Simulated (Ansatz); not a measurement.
The figure comes from a scan of SnS₂ (CdI2 type): volume and axial ratio are varied about the relaxed values (subscript 0). Computed with PBEsol-D3(BJ) (plane waves to 420 eV, PAW, scalar-relativistic; Ansatz, a quantum-chemistry and plane-wave program). k mesh 11×11×6 (Γ-centred), Fermi-Dirac smearing 0.05 eV. Energies are smeared free energies. As the atoms are clamped, bonds stretch with the cell, which overstates energies and stresses. SnS2 was relaxed with its symmetry unable to fall. The PAW data are Ansatz's earlier set. ΔE is measured from the relaxed starting cell.

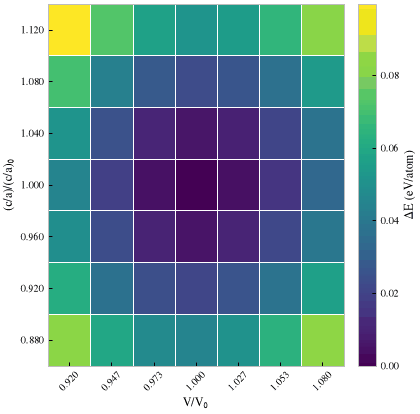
Fig. 1. ΔE (eV/atom), one tile a computed point.

Turn the plot into a table (rounded to what can be read).

To the nearest 0.01:

ΔE (eV/atom), with V/V₀ across and (c/a)/(c/a)₀ down:

```tsv
(c/a)/(c/a)₀ \ V/V₀	0.920	0.947	0.973	1.000	1.027	1.053	1.080
0.880	0.08	0.06	0.05	0.04	0.05	0.06	0.08
0.920	0.06	0.04	0.02	0.02	0.03	0.04	0.06
0.960	0.05	0.02	0.01	0.01	0.01	0.02	0.04
1.000	0.04	0.02	0.00	0.00	0.00	0.02	0.03
1.040	0.05	0.03	0.01	0.01	0.01	0.02	0.04
1.080	0.07	0.04	0.03	0.02	0.03	0.04	0.05
1.120	0.10	0.07	0.06	0.05	0.05	0.07	0.08
```

(Under strain, the slope of the energy per volume gives the stress and its curvature an elastic modulus.)
